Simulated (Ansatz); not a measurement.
Relaxed SiC (zinc blende):

```
SiC
1.0
    0.00000     4.37975     4.37975
    2.18988     0.00000     2.18988
    2.18988     2.18988     0.00000
C Si
2 2
Direct
  0.37500   0.75000   0.75000
  0.87500   0.75000   0.75000
  0.00000   0.00000   0.00000
  0.50000   0.00000   0.00000
```

A phonon eigenvector at L = (0.5, 0.0, 0.0) is frozen into this cell: atom i moves by Q times the vector below, so Q is the largest atomic displacement, in Å. The cell is held. (q is in reciprocal vectors of the primitive cell; the cell shown is doubled to hold the pattern.)

```csv
atom,x,y,z
C1,0.577,-0.577,-0.577
C2,-0.577,0.577,0.577
Si3,0.009,-0.009,-0.009
Si4,-0.009,0.009,0.009
```

All values below come from PBE (plane waves to 420 eV, PAW, scalar-relativistic; Ansatz, a program for electronic structure). k mesh 13×13×13 (Γ-centred), Fermi-Dirac smearing 0.05 eV. E stands for the smeared free energy. SiC was relaxed with its symmetry unable to fall. The zero of ΔE is the undisplaced structure.

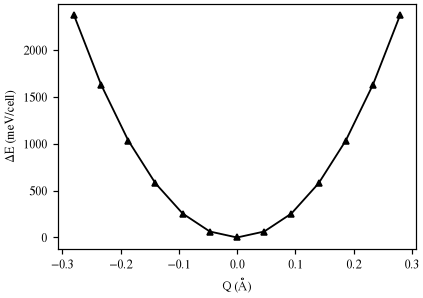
Figure: ΔE (meV/cell) against Q (Å); computed points joined by lines.

Q: What is the energy change at Q = 0.280 Å?

A: About 2400 meV/cell.

Q: What harmonic wavenumber does the curvature at Q = 0 give?

A: About 810 cm⁻¹.

(For displaced atoms, the force is minus the slope of the energy, and its curvature is a force constant, which sets phonon frequencies.)
